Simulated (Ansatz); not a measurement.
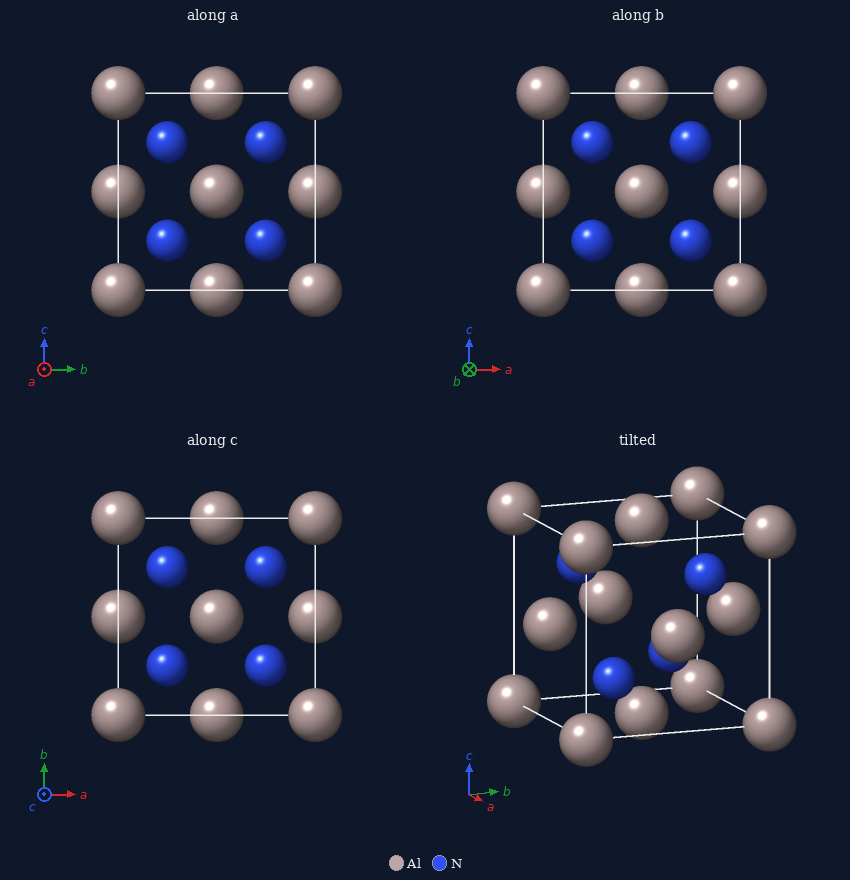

Structure drawing (spheres-only), viewed along the a axis, along the b axis, along the c axis and slightly off an axis. Lines trace the edges of the conventional unit cell.

Lattice parameters: a = 4.4168 Å, b = 4.4168 Å, c = 4.4168 Å, α = 90.000°, β = 90.000°, γ = 90.000°.

Question: Record the structure as a CIF with its space group and independent sites.

Answer:
```cif
data_structure
_symmetry_space_group_name_H-M 'F -4 3 m'
_symmetry_Int_Tables_number 216
_cell_length_a 4.4168
_cell_length_b 4.4168
_cell_length_c 4.4168
_cell_angle_alpha 90.000
_cell_angle_beta 90.000
_cell_angle_gamma 90.000
_cell_volume 86.17
loop_
_atom_site_label
_atom_site_type_symbol
_atom_site_symmetry_multiplicity
_atom_site_Wyckoff_symbol
_atom_site_fract_x
_atom_site_fract_y
_atom_site_fract_z
_atom_site_occupancy
Al1 Al 4 a 0.0000 0.0000 0.0000 1
N1 N 4 d 0.2500 0.2500 0.7500 1
```

Source of the structure: a structure type filled with these elements by a generator (whether the compound takes this form wasn't checked). Earlier steps of the study may have refined or changed the cell and positions. It was run through Ansatz as a DFT input.
